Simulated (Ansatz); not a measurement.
# C₂H₈BN: what the fields show

```tsv
atom	x (Å)	y (Å)	z (Å)
B	-0.4435	0.5521	0.8768
C	0.7132	-0.2176	0.1076
C	0.1793	-1.4066	-0.7019
N	-0.7071	1.7900	0.3195
H	-0.0908	1.9675	-0.4657
H	-1.0725	0.1162	1.8131
H	1.4731	-0.5952	0.8171
H	1.2500	0.4727	-0.5696
H	0.9864	-1.9578	-1.2115
H	-0.3519	-2.1247	-0.0568
H	-0.5359	-1.0815	-1.4756
H	-1.4003	2.4850	0.5469
```

Not at a stationary point (largest force 0.8 eV/Å).

Computed with Ansatz 0.2.0, RKS PBE0/cc-pVDZ.

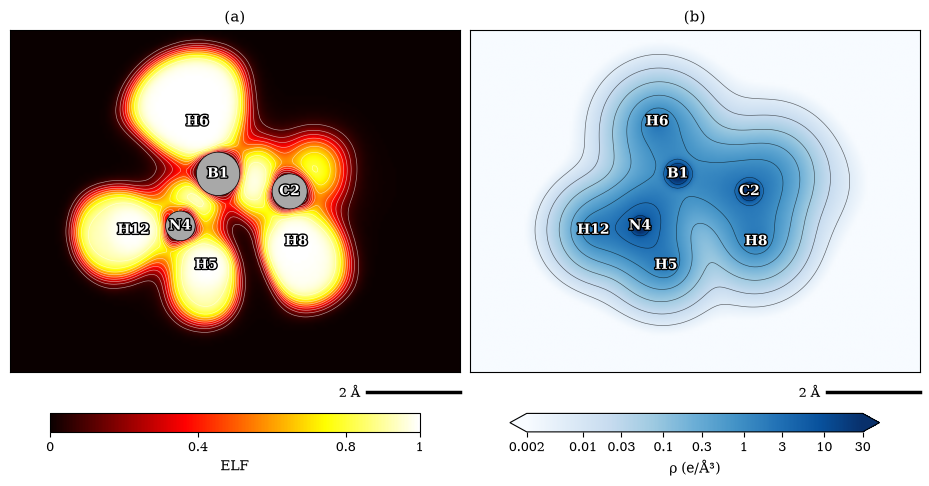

Figure 1. (a) electron localisation function; (b) electron density on the plane of atoms B1, N4 and H12. Grey discs cover the atomic cores in the ELF map.

Q: Describe what can be read from this map.

A: Atoms in the plane: B, C, N and H.
B–N (1.38 Å): ρ is about 2 e/Å³ halfway; the ELF peaks at about 0.95 between the atoms, as expected for a short, strongly polar bond.
C–B (1.59 Å): the density is about 1.4 e/Å³ at the midpoint; the ELF peaks at about 0.95 between the atoms: a shared electron pair.
N–H (1.01 Å): the density is about 2.9 e/Å³ at the midpoint; the ELF climbs to about 1 towards the hydrogen, as it does in any bond to H; an ordinary covalent bond to hydrogen.
C–H (1.11 Å): ρ is about 1.8 e/Å³ halfway; the ELF climbs to about 1 towards the hydrogen (an ordinary covalent bond to hydrogen).
B–H (1.21 Å): ρ at the midpoint is about 1.2 e/Å³; the ELF climbs to about 1 towards the hydrogen: an ordinary covalent bond to hydrogen.

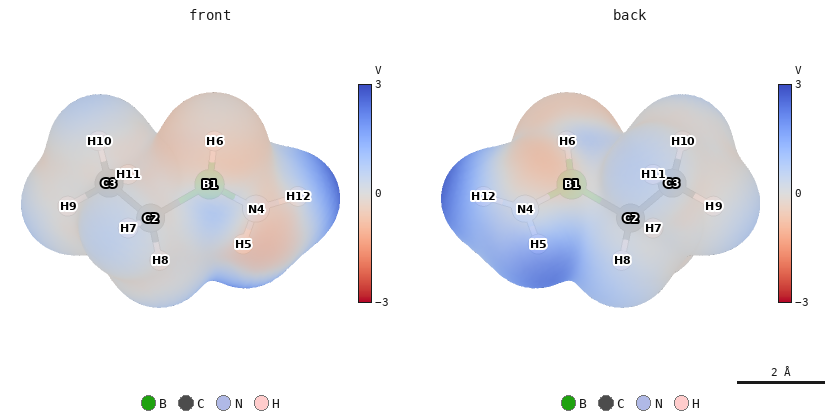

Figure 2. The electrostatic potential painted on the density surface at 0.004 e/bohr³, seen from the front and from behind; red is negative and blue positive.

Q: Describe the electrostatic potential map.

A: The most negative region (about −0.8 V) lies over N4, the most positive (about +2.4 V) over H12.

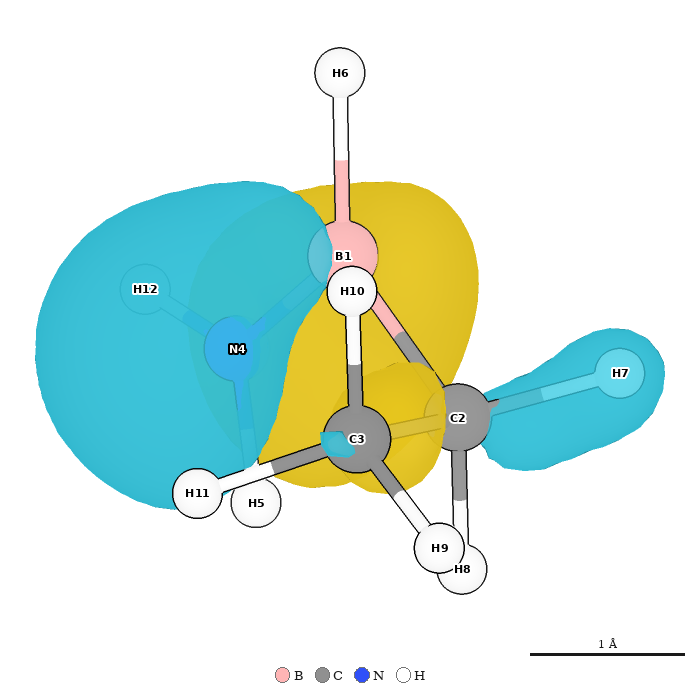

Figure 3. The HOMO−1 at ±0.15 Å⁻³ᐟ² (yellow and cyan are the two phases), seen at an oblique angle.

Q: What is the character of this orbital?

A: By Hirshfeld shares it lies mainly on N4 (about 65 %) and B1 (about 15 %). Its energy is −8.17 eV.
